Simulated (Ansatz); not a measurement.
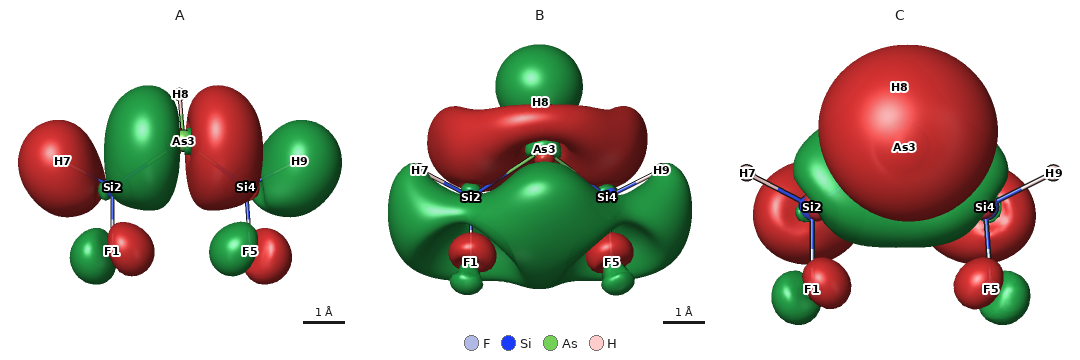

Figure. AsF2H5Si2 (SMILES F[SiH2][AsH][SiH2]F). Three frontier orbitals at ±0.06 Å⁻³ᐟ² (green and red are the two phases), in no order.

Not at a stationary point (largest force 1.8 eV/Å).

All numbers below come from SCF PBE, Gaussian basis in Ansatz 0.2.0.

```tsv
atom	x (Å)	y (Å)	z (Å)
F	-2.2029	-0.3564	-1.1841
Si	-1.6082	0.4589	0.1667
As	-0.0253	-0.8626	1.2326
Si	1.5231	-0.5368	-0.4657
F	1.0380	-1.3870	-1.8387
H	-0.9912	1.7249	-0.2563
H	-2.7128	0.7417	1.0950
H	0.5256	0.3447	2.0595
H	2.8390	-1.0237	-0.0264
H	1.6148	0.8962	-0.7826
```

Q: Order the three orbitals by energy and name them.

A: A is the HOMO−1 (−7.31 eV). It lies mainly on As3 (about 35 %), Si2 (about 15 %), Si4 (about 15 %), H7 (about 10 %), H9 (about 10 %), F1 (about 5 %) and F5 (about 5 %). C is the HOMO (−6.48 eV). By Hirshfeld shares it lies mainly on As3 (about 65 %), Si2 (about 10 %) and Si4 (about 10 %). B is the LUMO (−1.43 eV). By Hirshfeld shares it lies mainly on Si2 (about 25 %), Si4 (about 25 %), As3 (about 20 %) and H8 (about 15 %).

Q: What is the HOMO–LUMO gap?

A: 5.05 eV between the orbital energies.
